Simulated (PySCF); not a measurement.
## Electronic structure of C₂H₇AlFN in real space

```yaml
atoms:
  - { symbol: C, position_ang: [-0.8544, -1.0878, -0.0073] }
  - { symbol: N, position_ang: [0.0556, 0.0409, -0.0027] }
  - { symbol: C, position_ang: [-0.6245, 1.3230, 0.0394] }
  - { symbol: Al, position_ang: [1.8181, -0.2788, -0.0466] }
  - { symbol: F, position_ang: [2.9682, 0.8997, -0.0501] }
  - { symbol: H, position_ang: [-1.5159, -1.0614, -0.8803] }
  - { symbol: H, position_ang: [-0.2657, -2.0066, -0.0409] }
  - { symbol: H, position_ang: [-1.4763, -1.1018, 0.8946] }
  - { symbol: H, position_ang: [-1.2760, 1.4528, -0.8329] }
  - { symbol: H, position_ang: [-1.2401, 1.4133, 0.9419] }
  - { symbol: H, position_ang: [0.1202, 2.1205, 0.0430] }
  - { symbol: H, position_ang: [2.2919, -1.7145, -0.0842] }
```

Geometry: GFN2-xTB.

These are results of PBE0/pcSseg-1, SCF density, gas phase, non-relativistic in PySCF, not measurements.

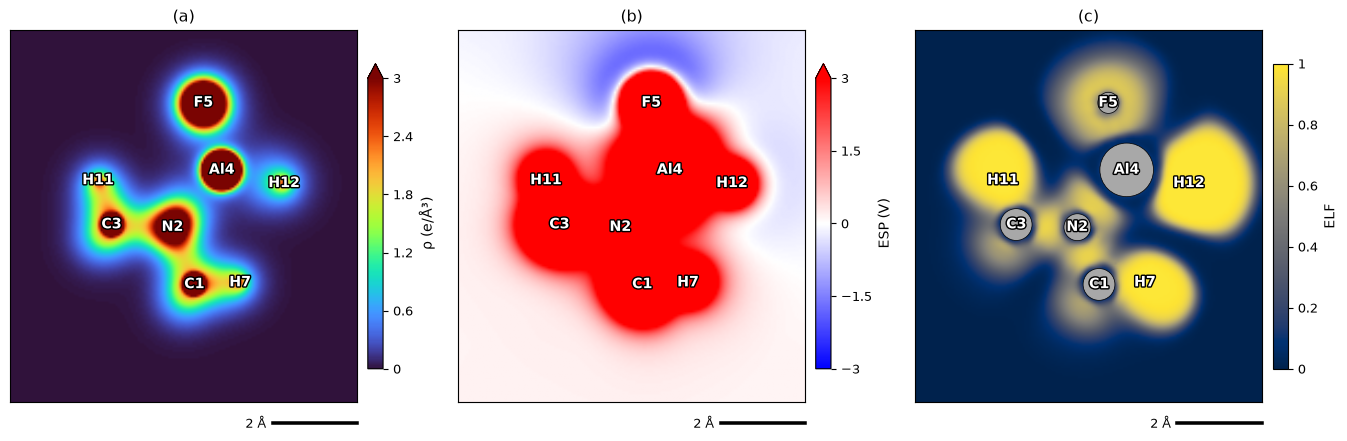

Figure 1. (a) electron density; (b) electrostatic potential; (c) ELF on the plane of atoms N2, Al4 and H12. Grey discs cover the atomic cores in the ELF map.

What does the map show?

Atoms in the plane: C, N, Al, F and H. C–N (1.45 Å): ρ is about 1.9 e/Å³ halfway; the ELF peaks at about 0.90 between the atoms, as expected for a covalent bond. Al–F (1.65 Å): ρ at the midpoint is about 0.86 e/Å³; the ELF peaks at about 0.85 in the valence shell of F, 0.5 Å from its nucleus, and is about 0.30 at the midpoint. Al–N (1.79 Å): the density is about 0.81 e/Å³ at the midpoint; the ELF peaks at about 0.90 in the valence shell of N, 0.6 Å from its nucleus, and is about 0.65 at the midpoint. C–H (1.09 Å): the density is about 2 e/Å³ at the midpoint; the ELF climbs to about 1 towards the hydrogen, as it does in any bond to H: an ordinary covalent bond to hydrogen. Al–H (1.51 Å): ρ at the midpoint is about 0.62 e/Å³; the ELF climbs to about 1 towards the hydrogen. The ELF also peaks beside F5, away from the bonds: lone-pair regions. Outside the dense part of the molecule the potential is most negative (−1.7 V) near F5.

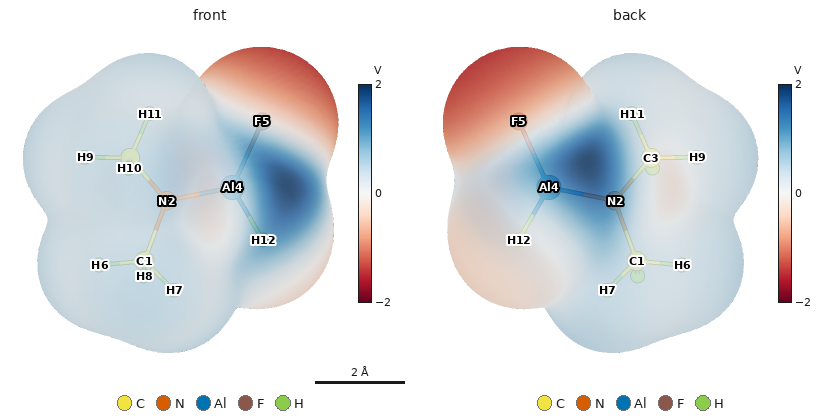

Figure 2. The electrostatic potential painted on the density surface at 0.001 e/bohr³, seen from the front and from behind; the colour scale runs from red (negative) to blue (positive).

Describe the electrostatic potential map.

The most negative region (about −1.4 V) lies over F5, the most positive (about +1.9 V) over Al4.

What dipole moment does the calculation give?

Its dipole moment is 2.15 D.
